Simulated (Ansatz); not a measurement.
**BrCl$_{3}$Si···H$_{2}$O: density, localisation and related maps**

The calculation's input:

```
crystal:
  periodic: [false, false, false]
  atoms:
    - { symbol: Si, position_ang: [0.0, 0.0, 0.0] }
    - { symbol: O, position_ang: [0.0, 0.0, 2.03] }
    - { symbol: H, position_ang: [-0.9095, -0.2814, 2.3671] }
    - { symbol: Cl, position_ang: [2.0086, 0.0, -0.7093] }
    - { symbol: Cl, position_ang: [-1.0032, 1.7381, -0.7093] }
    - { symbol: Cl, position_ang: [-1.0032, -1.7381, -0.7093] }
    - { symbol: Br, position_ang: [1.3622, -2.0686, 0.823] }
    - { symbol: H, position_ang: [0.6692, -1.0162, 1.9347] }
basis:
  gaussian: { orbitals: def2-SVP }
hamiltonian:
  xc: hf
relax:
  f_tol: 0.15
  max_steps: 25
  restrain:
    - { distance: [0, 6], at: 2.31, k: 30.0 }
    - { distance: [7, 1], at: 1.01, k: 30.0 }
    - { distance: [0, 1], at: 2.88, k: 30.0 }
    - { distance: [7, 6], at: 2.75, k: 30.0 }
output:
  orbitals: {}
```

Command:

```sh
ansatz run input.yaml --threads 4 --pin off --max-ram 5120MiB --backend cpu --events-out ev --progress --plain --runs-dir out
```

The fields are those of the run's last geometry, not of the input's.

Not at a stationary point (largest force 1.4 eV/Å).

Method: RHF/def2-SVP in Ansatz 0.2.0.

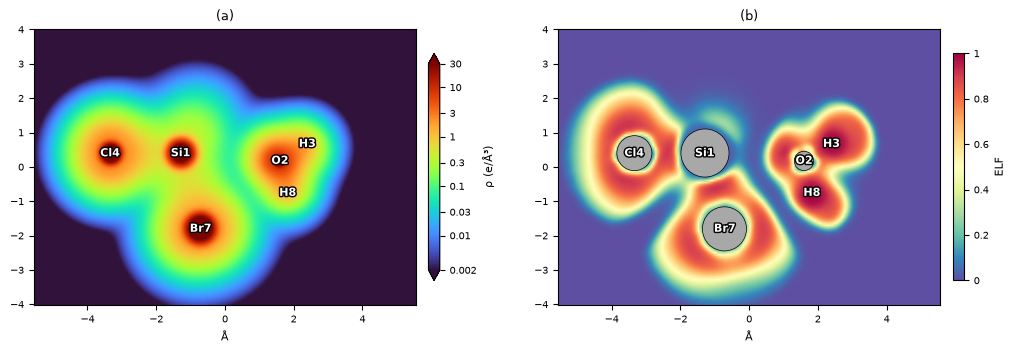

Figure 1. (a) total electron density; (b) ELF on the plane of atoms Cl4, Si1 and Br7. Grey discs cover the atomic cores in the ELF map.

Q: Describe what can be read from this map.

A:
- Atoms in the plane: Si, O, H, Cl and Br.
- Si1···O2 (2.89 Å): the density falls to about 0.08 e/Å³ on the way; the ELF dips to about 0 between them.
- Si–Cl (2.05 Å): ρ is about 0.91 e/Å³ halfway; the ELF peaks at about 0.90 between the atoms; a polar covalent bond.
- Si–Br (2.28 Å): ρ at the midpoint is about 0.74 e/Å³; the ELF peaks at about 0.90 between the atoms (a shared but strongly polarised pair).
- O–H (0.95 Å): ρ at the midpoint is about 3.8 e/Å³; the ELF climbs to about 1 towards the hydrogen, as it does in any bond to H (a covalent bond by its length).
- The ELF also peaks beside Br7 and Cl4, away from the bonds: lone-pair regions.

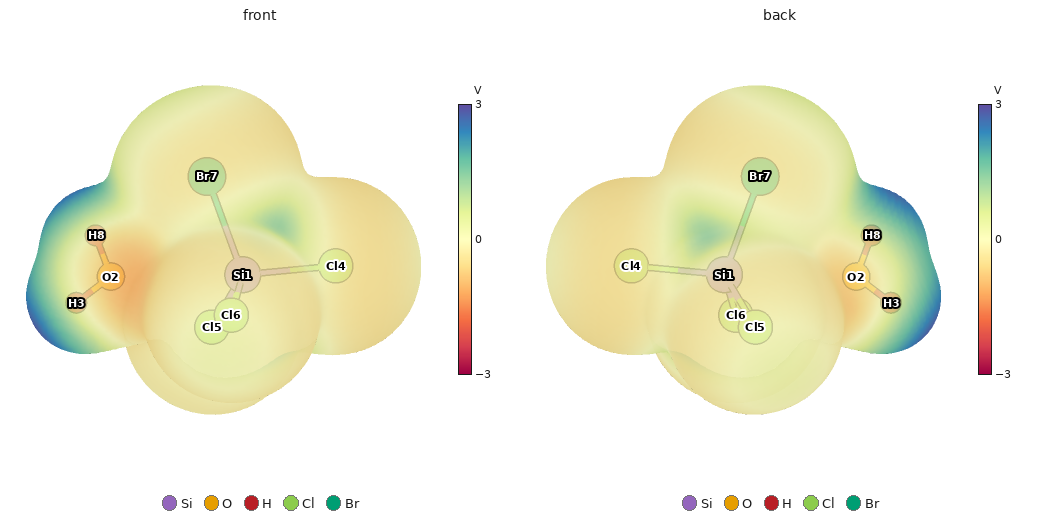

Figure 2. The electrostatic potential painted on the density surface at 0.002 e/bohr³, seen from the front and from behind; the colour scale runs from red (negative) to blue (positive).

Q: Which sites attract a positive test charge, and which a negative one?

A: A positive charge is drawn to the negative regions and a negative charge to the positive ones. The most negative region (about −1.1 V) lies over O2 and Cl6, the most positive (about +2.7 V) over H3 and H8. Cl5 shows a σ-hole: about +0.2 V at the tip opposite its bond, against about −0.3 V on its flanks. Cl6 shows a σ-hole: about +0.2 V at the tip opposite its bond, against about −0.5 V on its flanks. Br7 shows a σ-hole: about +0.6 V at the tip opposite its bond, against about 0.0 V on its flanks.

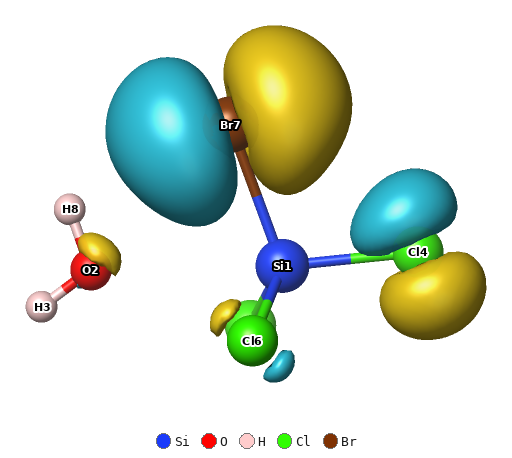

Figure 3. The HOMO at ±0.1 Å⁻³ᐟ² (yellow and cyan are the two phases), seen across its widest extent.

Q: Where does this orbital lie, and at what energy?

A: It lies mainly on Br7 (about 75 %) and Cl4 (about 15 %); largely a lone pair of Br7. Its energy is −11.66 eV.
